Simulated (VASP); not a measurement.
Band structure of KCaF$_{3}$ (space group Pm-3m). Computed with r2SCAN meta-GGA, VASP's PBE PAW potentials (set 64) (plane waves; VASP 6.6.1).

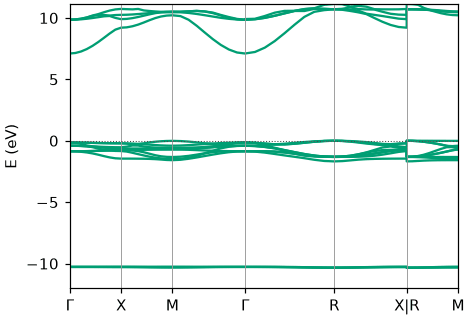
Bands along high-symmetry lines, zero at the valence-band maximum or, without a gap, the Fermi level

Problem. Read the plot: is there a gap, and where are the band edges?

Solution. The gap is indirect, 7.10 eV, from the valence maximum at R to the conduction minimum at Γ.

The structure comes from a computed database's KCaF3 entry (Pm-3m); how it stands against other phases isn't given here. It was relaxed first.
